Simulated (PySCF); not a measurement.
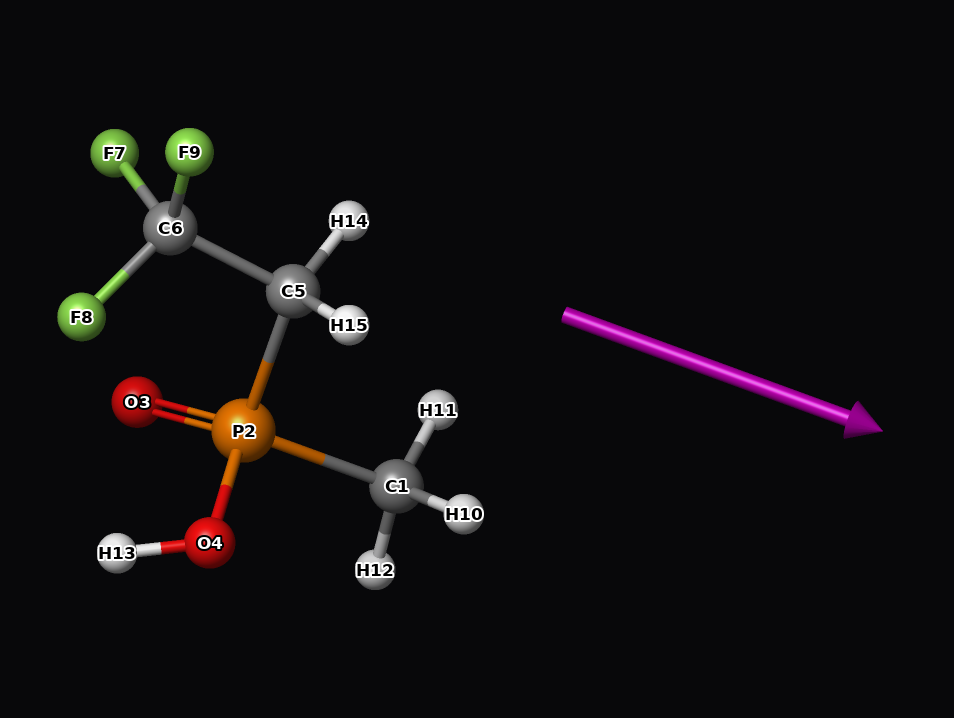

The arrow beside the molecule shows the direction of the dipole moment, from the negative to the positive end (its length means nothing). The geometry was computed by an optimisation with GFN2-xTB. No frequency run is at hand to confirm it as a minimum. Level of theory: ωB97X-D/def2-SVPD, gas phase (PySCF 2.14.0).

**How large is the dipole moment?**

4.26 D; it points from the side of F7 to the side of H10 (the outermost atoms at the two ends).

The geometry is semi-empirical. Around P such bond lengths and angles can be off by a tenth of an ångström or more and by several degrees, and values that hang on the shape move with them.
